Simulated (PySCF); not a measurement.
**Irc calculation, with input and output: CH6Si**

CH6Si, computed with HF/pc-1, RHF (PySCF 2.14.0).

The input sets isotopic masses. The geometry was optimised with HF/pc-1 saddle. Figures and captions count atoms from 1; the log counts them from 0 in places.

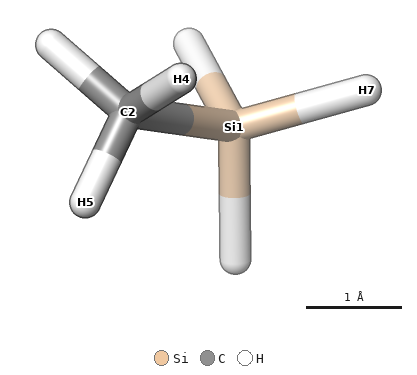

**Figure 1.** The structure as given in the input (stick view, seen at a tilt; atoms are numbered from 1 in the order of the input). Bond lengths as drawn: C–H 1.09 Å, C–Si 1.89 Å and H–Si 1.48 Å.

The input (run.py)
```python
import numpy
from pyscf import gto
from pyscf.hessian import thermo

molecule = gto.M(
    atom='''
Si      -0.001851       0.002875      -0.896786
C        0.002136      -0.003132       0.992993
H       -1.009066      -0.005410       1.392366
H        0.508120       0.872563       1.391956
H        0.509868      -0.880337       1.386381
H        0.688040      -1.190701      -1.427569
H        0.686660       1.200597      -1.419965
H       -1.383581       0.003740      -1.419401
''',
    verbose=3,
    basis='pc-1',
    max_memory=1860,
)

hf = molecule.RHF()
hf = hf.density_fit(auxbasis='def2-universal-jkfit')
hf.kernel()
modes = thermo.harmonic_analysis(molecule, hf.Hessian().kernel())
print('lowest modes (1/cm)', numpy.round(modes['freq_wavenumber'][:3], 1))
w = numpy.sqrt(molecule.atom_mass_list(isotope_avg=True))[:, None]
mode = modes['norm_mode'][0] * w
mode /= numpy.linalg.norm(mode)
scanner = hf.nuc_grad_method().as_scanner()
x_ts, e_ts, ds = molecule.atom_coords() * w, hf.e_tot, 0.3  # mass-weighted, bohr amu^1/2
path = []
for sign in (1, -1):
    x, e_old = x_ts + sign * ds * mode, e_ts
    for k in range(1, 21):
        e, g = scanner(molecule.set_geom_(x / w, unit='bohr', inplace=False))
        if e > e_old:
            break
        path.append((sign * k * ds, e, x / w, g))
        d1 = -g / w / numpy.linalg.norm(g / w)
        g2 = scanner(molecule.set_geom_((x + 0.5 * ds * d1) / w, unit='bohr', inplace=False))[1] / w  # midpoint rule
        x, e_old = x - ds * g2 / numpy.linalg.norm(g2), e
path.sort(key=lambda p: p[0])
print('s (bohr amu^1/2)   E - E(TS) (kcal/mol)')
for s, e, x, g in path:
    print('%7.2f %10.3f' % (s, (e - e_ts) * 627.5095))
for s, e, x, g in (path[0], path[-1]):
    print('end at s = %.2f' % s)
    print(molecule.set_geom_(x, unit='bohr', inplace=False).tostring())
```

Hardware: 1 thread of Intel Xeon @ 2.50GHz (Skylake/Cascade Lake), 189 GiB of memory available, shared host.

Run as:
```bash
OMP_NUM_THREADS=1 python run.py
```

The program's output
```
converged SCF energy = -330.269902987579
lowest modes (1/cm) [  0. +199.5j 618.1  +0.j  618.1  +0.j ]

WARN: Mole.unit (angstrom) is changed to bohr

converged SCF energy = -330.269956464326
--------------- DFRHF_Scanner gradients ---------------
         x                y                z
0 Si     0.0000009263    -0.0000007164     0.0002964859
1 C    -0.0000030683     0.0000048058    -0.0014186490
2 H    -0.0017180459     0.0000803026     0.0005040438
3 H     0.0009313917     0.0014461675     0.0005027493
4 H     0.0007898851    -0.0015315553     0.0004937513
5 H     0.0003105736    -0.0002617174    -0.0001276300
6 H     0.0000711549     0.0004004334    -0.0001249405
7 H    -0.0003828174    -0.0001377201    -0.0001258108
----------------------------------------------

WARN: Mole.unit (angstrom) is changed to bohr

converged SCF energy = -330.266005754237
--------------- DFRHF_Scanner gradients ---------------
         x                y                z
0 Si    -0.0000128762     0.0000138797    -0.0049878152
1 C     0.0000762656    -0.0001193175     0.0349634703
2 H     0.0317090822     0.0027636460    -0.0113029229
3 H    -0.0135261876    -0.0288070241    -0.0113066624
4 H    -0.0182565936     0.0261587989    -0.0111258006
5 H    -0.0014540425     0.0031124499     0.0012663819
6 H    -0.0019666730    -0.0028216307     0.0012476787
7 H     0.0034310251    -0.0003008021     0.0012456703
----------------------------------------------

WARN: Mole.unit (angstrom) is changed to bohr

converged SCF energy = -330.254585501558
--------------- DFRHF_Scanner gradients ---------------
         x                y                z
0 Si     0.0000178728    -0.0000206375     0.0072570404
1 C    -0.0001191892     0.0001847568    -0.0551374500
2 H    -0.0489750371    -0.0035001561     0.0176445788
3 H     0.0215584472     0.0441089490     0.0176457042
4 H     0.0275306116    -0.0407858389     0.0173679889
5 H     0.0020520789    -0.0035311757    -0.0016083647
6 H     0.0020299648     0.0035508534    -0.0015848264
7 H    -0.0040947491    -0.0000067509    -0.0015846712
----------------------------------------------

WARN: Mole.unit (angstrom) is changed to bohr

converged SCF energy = -330.269955463965
--------------- DFRHF_Scanner gradients ---------------
         x                y                z
0 Si     0.0000009365    -0.0000007172     0.0002965653
1 C    -0.0000030799     0.0000048034    -0.0014186338
2 H    -0.0017178494    -0.0000853450     0.0005034896
3 H     0.0007878350     0.0015288186     0.0005032850
4 H     0.0009332432    -0.0014485569     0.0004936861
5 H     0.0000727494    -0.0003992313    -0.0001275682
6 H     0.0003091583     0.0002632303    -0.0001258826
7 H    -0.0003829930     0.0001369981    -0.0001249413
----------------------------------------------

WARN: Mole.unit (angstrom) is changed to bohr

converged SCF energy = -330.266003430018
--------------- DFRHF_Scanner gradients ---------------
         x                y                z
0 Si    -0.0000127027     0.0000137375    -0.0049888054
1 C     0.0000749541    -0.0001196551     0.0349686397
2 H     0.0317197999    -0.0026266021    -0.0113218256
3 H    -0.0181992105    -0.0261212752    -0.0112900133
4 H    -0.0135929792     0.0288636330    -0.0111287956
5 H    -0.0019707831     0.0028148531     0.0012668708
6 H    -0.0014507515    -0.0031202831     0.0012460076
7 H     0.0034316729     0.0002955919     0.0012479218
----------------------------------------------

WARN: Mole.unit (angstrom) is changed to bohr

converged SCF energy = -330.254584389719
--------------- DFRHF_Scanner gradients ---------------
         x                y                z
0 Si     0.0000177335    -0.0000204868     0.0072576026
1 C    -0.0001176904     0.0001851198    -0.0551376040
2 H    -0.0489819633     0.0032919829     0.0176662014
3 H     0.0274435699     0.0407190198     0.0176224488
4 H     0.0216508884    -0.0441884124     0.0173695478
5 H     0.0020368684    -0.0035404584    -0.0016084642
6 H     0.0020457897     0.0035422628    -0.0015849997
7 H    -0.0040951963     0.0000109724    -0.0015847326
----------------------------------------------
s (bohr amu^1/2)   E - E(TS) (kcal/mol)
  -0.30     -0.033
   0.30     -0.034
end at s = -0.30

WARN: Mole.unit (angstrom) is changed to bohr

Si         -0.00185100        0.00287499       -0.89678661
C           0.00213598       -0.00313201        0.99299442
H          -1.00913906        0.06821829        1.39260240
H           0.57192076        0.83581260        1.39170661
H           0.44614055       -0.91721480        1.38640033
H           0.73476539       -1.16368729       -1.42758382
H           0.63990289        1.22755531       -1.41978266
H          -1.38354934       -0.05023187       -1.41957474
end at s = 0.30

WARN: Mole.unit (angstrom) is changed to bohr

Si         -0.00185100        0.00287501       -0.89678539
C           0.00213602       -0.00313199        0.99299158
H          -1.00899294       -0.07903829        1.39212960
H           0.44431924        0.90931340        1.39220539
H           0.57359545       -0.84345920        1.38636167
H           0.64131461       -1.21771471       -1.42755418
H           0.73341711        1.17363869       -1.42014734
H          -1.38361266        0.05771187       -1.41922726
```

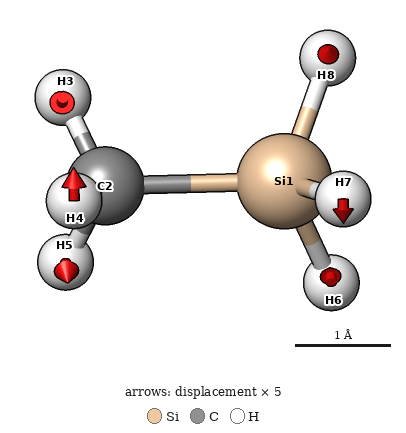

**Figure 2.** The starting structure with the displacements as red arrows, magnified 5 times (ball-and-stick view, seen at a tilt). The two geometries are laid on each other by the best rigid fit. The largest moves after the best rigid fit, 0.074 Å, are those of H3, H4 and H5. C and Si stay in place. (Atoms are counted from 1 in the order of the input.)

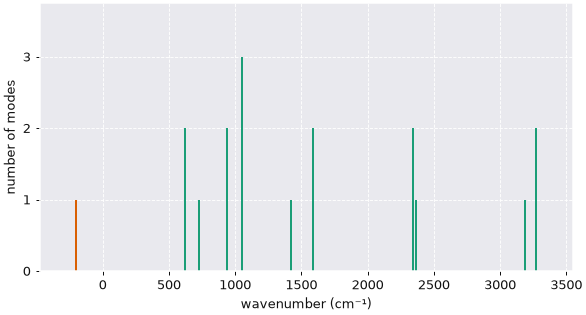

**Figure 3.** Harmonic vibrational wavenumbers from the force constants; neighbouring modes closer than 16 cm⁻¹ are counted in one stick, and imaginary ones are drawn at negative wavenumbers. 18 modes from 199i to 3272 cm⁻¹, 1 imaginary beyond 8i (199i cm⁻¹): a first-order saddle point, if the geometry is stationary.

Summary

| quantity | value |
| --- | --- |
| outcome | converged |
| total energy | −330.269903 hartree |
| basis functions | 62 |
| wavenumbers, lowest and highest | 199i and 3272 cm⁻¹ |
| wall time | 26 s |
| peak memory | 0.31 GiB |
